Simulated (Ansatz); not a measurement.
# The cluster Cu3O2: geometry, orbitals and charge

What does the cluster Cu3O2 look like as a doublet, and where do its frontier electrons sit?

Program: Ansatz 0.2.0, Gaussian basis. Level of theory: UKS PBE0-D4/def2-TZVP. These are calculated values, not measurements.

The runs, in order: a search for the lowest solution at PBE-D4/def2-SVP; a single point at PBE0-D4/def2-TZVP.

3 further runs of the same task are left out: 3 set aside as unsound or not needed.

### Step 1. The structure

The doublet was relaxed beforehand with B3LYP-D4/def2-SVP. At that level it is the lowest of the isomers that a small search found.

5 atoms, charge 0, spin multiplicity 2.

Atoms are counted from 1 here; the program's logs count them from 0.

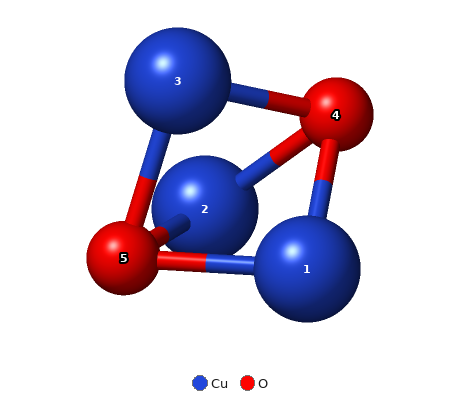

The geometry (copper blue, oxygen red); atoms are numbered from 1 in the order of the file.

No spin-orbit coupling is included.

Bonds by kind at the end (by distance):

```
bond  count  shortest (Å)  longest (Å)
Cu–O      6         1.970        1.970
```

### Step 2. Searching for the lowest solution, PBE-D4/def2-SVP

start.molden holds the orbitals of an earlier run on this state, given as this run's starting guess.

Contents of in.yaml:

```yaml
crystal:
  periodic: [false, false, false]
  atoms:
    - {symbol: Cu, position_ang: [-0.836088, -0.182550, 1.093346]}
    - {symbol: Cu, position_ang: [1.369770, -0.181956, 0.135539]}
    - {symbol: Cu, position_ang: [-0.533700, 0.364490, -1.228826]}
    - {symbol: O, position_ang: [0.145915, 1.348040, 0.336477]}
    - {symbol: O, position_ang: [-0.145907, -1.348034, -0.336536]}
basis:
  gaussian: {orbitals: def2-SVP, initial_orbitals: start.molden}
magnetization: {spin_polarized: true, initial_magnetization: 1}
hamiltonian: {xc: pbe, dispersion: d4}
output: {orbitals: {seedname: orbitals}}
```

Launch:

```
$ ansatz run in.yaml --threads 4 --pin off --events-out ev --progress --plain --max-ram 4787MiB
```

Output:

```text
Functional definition: PBE
  name "PBE"
  cite "Perdew, Burke & Ernzerhof, Phys. Rev. Lett. 77, 3865 (1996) doi:10.1103/PhysRevLett.77.3865"
  parent pbe
  parameter kappa = 0.804
  parameter beta = 0.06672455060314922
  exchange = pbe_x(kappa = kappa, mu = beta*pi^2/3)
  correlation = pbe_c(beta = beta)
1438 factors; their error is unknown
mean field evaluation 1: about -137949.3622 eV, gradient 6.0e1 eV
mean field evaluation 2: about -137960.3694 eV, gradient 1.4e1 eV
mean field evaluation 4: about -137969.1982 eV, gradient 2.2e0 eV
mean field evaluation 8: about -137969.3104 eV, gradient 7.9e-4 eV
mean field evaluation 16: about -137968.8899 eV, gradient 1.3e1 eV
mean field evaluation 32: about -137969.3104 eV, gradient 1.5e-3 eV
mean field evaluation 64: about -137968.4154 eV, gradient 8.3e0 eV
mean field evaluation 96: about -137968.3479 eV, gradient 5.6e0 eV
mean field -137969.31042117 eV, -5070.2786390205 hartree, gradient 1.7e-5 eV, S^2 0.757147; 9 other end points of the search recorded, 0 dependent functions left out
reference -137969.31047534 eV, -5070.2786410112 hartree; 52, 51 occupied and 69, 70 virtual orbitals, 1438 factors
Total energy: -137969.50855114 eV, -5070.2859201628 hartree
```

It took 6 s on 4 threads of AMD EPYC 9R45, shared host.

From the report: HOMO -3.85 eV, LUMO -3.14 eV (over both spins); ⟨S²⟩ 0.757 (pure: 0.75).

### Step 3. Single point, PBE0-D4/def2-TZVP

in.yaml: that of step 2 with these lines changed.

```diff
@@ -9,5 +9,6 @@
 basis:
-  gaussian: {orbitals: def2-SVP, initial_orbitals: start.molden}
+  gaussian: {orbitals: def2-TZVP, initial_orbitals: start.molden}
 magnetization: {spin_polarized: true, initial_magnetization: 1}
-hamiltonian: {xc: pbe, dispersion: d4}
+hamiltonian: {xc: pbe0, dispersion: d4}
+scf: {omitted_lower_state_checks: [starts]}
 output: {orbitals: {seedname: orbitals}}
```

Same command.

Output:

```text
Functional definition: PBE0
  name "PBE0"
  cite "Adamo & Barone, J. Chem. Phys. 110, 6158 (1999) doi:10.1063/1.478522"
  cite "Perdew, Burke & Ernzerhof, Phys. Rev. Lett. 77, 3865 (1996) doi:10.1103/PhysRevLett.77.3865"
  parent pbe
  parameter a = 0.25
  parameter kappa = 0.804
  parameter beta = 0.06672455060314922
  exchange = (1 - a)*pbe_x(kappa = kappa, mu = beta*pi^2/3) + a*exact_x
  correlation = pbe_c(beta = beta)
these checks for a lower state are left out or cut short: starts
1819 factors; integrals over basis functions are off by at most 5.3e-4 eV
mean field evaluation 1: about -137988.2039 eV, gradient 1.4e2 eV
mean field evaluation 2: about -137992.2957 eV, gradient 6.4e0 eV
mean field evaluation 4: about -137992.8823 eV, gradient 4.9e-2 eV
mean field evaluation 8: about -137993.1778 eV, gradient 2.3e-5 eV
mean field -137993.17776361 eV, -5071.1557476774 hartree, gradient 4.3e-5 eV, S^2 0.776978; 0 other end points of the search recorded, 0 dependent functions left out
reference -137993.17780079 eV, -5071.1557490437 hartree; 52, 51 occupied and 145, 146 virtual orbitals, 1819 factors
Total energy: -137993.34276071 eV, -5071.1618112088 hartree
Checks for a lower state left out: starts
```

Wall time 3.4 s (4 threads of AMD EPYC 9R45, shared host); peak memory 0.93 GiB.

Report: HOMO -5.85 eV, LUMO -2.60 eV (over both spins); ⟨S²⟩ 0.777 (pure: 0.75).

Mulliken charges, from this run's orbitals:

| atom | value (e) |
| --- | --- |
| Cu1 | 0.42 |
| Cu2 | 0.42 |
| Cu3 | 0.42 |
| O4 | -0.63 |
| O5 | -0.63 |

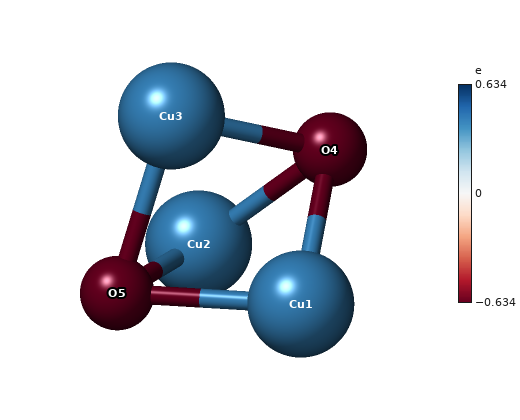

Mulliken charges, from this run's orbitals, as colours on the atoms.

Mulliken spin populations:

```csv
atom,value (e)
Cu1,0.05
Cu2,0.05
Cu3,0.05
O4,0.42
O5,0.42
```

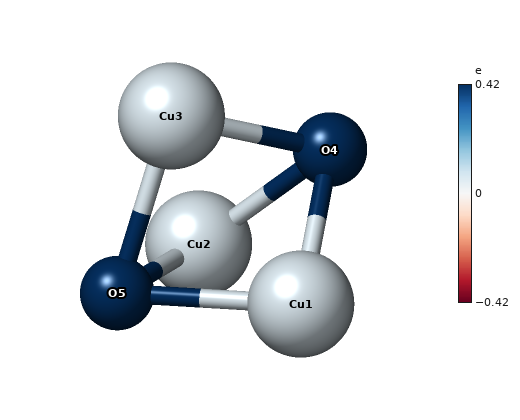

Mulliken spin populations, as colours on the atoms.

Largest Mayer bond orders: Cu2–O4 0.60; Cu1–O4 0.60; Cu1–O5 0.60; Cu2–O5 0.60; Cu3–O4 0.60; Cu3–O5 0.60.

### Step 4. Outcome

```
                                         quantity                           value
                                      point group                             D3h
                                   commonest bond  Cu–O, 6 of mean length 1.970 Å
HOMO, LUMO at PBE0-D4/def2-TZVP (over both spins)                 -5.85, -2.60 eV
                                             ⟨S²⟩                           0.777
```

No usable vibrations, so a minimum isn't proven. Whether this spin is the lowest isn't tested here.
